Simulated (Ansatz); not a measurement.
Process, species as SMILES: N#C[O] → C atom + N atom + O atom
B3LYP-D3(BJ)/def2-TZVP geometries, fixed; electronic energies without zero-point terms.

Basis-set convergence of the atomisation energy at HF with Ansatz (an electronic-structure program). All functions are spherical. Open shells are unrestricted. No added dispersion term, no relativity. Functions are those of the species that has most. Reference: the value in def2-QZVPPD, 180.78 kcal/mol, itself unsure by roughly 0.42 kcal/mol (its mean distance from pcseg-3, def2-QZVPP, cc-pVQZ). Deviations are taken from unrounded values.

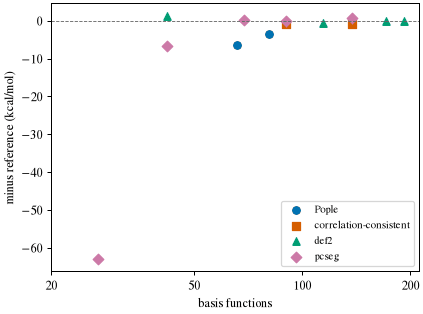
Fig. 1. Deviation from the reference against the number of basis functions, by family of sets.

```json
[
 {"basis": "pcseg-0", "functions": "27", "atomisation energy (kcal/mol)": "117.74", "minus reference (kcal/mol)": "-63.04"},
 {"basis": "def2-SVP", "functions": "42", "atomisation energy (kcal/mol)": "182.16", "minus reference (kcal/mol)": "1.38"},
 {"basis": "pcseg-1", "functions": "42", "atomisation energy (kcal/mol)": "174.19", "minus reference (kcal/mol)": "-6.59"},
 {"basis": "6-311+G**", "functions": "66", "atomisation energy (kcal/mol)": "174.48", "minus reference (kcal/mol)": "-6.30"},
 {"basis": "aug-pcseg-1", "functions": "69", "atomisation energy (kcal/mol)": "181.07", "minus reference (kcal/mol)": "0.28"},
 {"basis": "6-311++G(2d,2p)", "functions": "81", "atomisation energy (kcal/mol)": "177.26", "minus reference (kcal/mol)": "-3.53"},
 {"basis": "cc-pVTZ", "functions": "90", "atomisation energy (kcal/mol)": "179.82", "minus reference (kcal/mol)": "-0.97"},
 {"basis": "pcseg-2", "functions": "90", "atomisation energy (kcal/mol)": "180.86", "minus reference (kcal/mol)": "0.08"},
 {"basis": "def2-TZVPPD", "functions": "114", "atomisation energy (kcal/mol)": "180.15", "minus reference (kcal/mol)": "-0.64"},
 {"basis": "aug-cc-pVTZ", "functions": "138", "atomisation energy (kcal/mol)": "179.91", "minus reference (kcal/mol)": "-0.87"},
 {"basis": "aug-pcseg-2", "functions": "138", "atomisation energy (kcal/mol)": "181.63", "minus reference (kcal/mol)": "0.85"},
 {"basis": "def2-QZVPP", "functions": "171", "atomisation energy (kcal/mol)": "180.81", "minus reference (kcal/mol)": "0.02"},
 {"basis": "def2-QZVPPD", "functions": "192", "atomisation energy (kcal/mol)": "180.78", "minus reference (kcal/mol)": "0.00"}
]
```
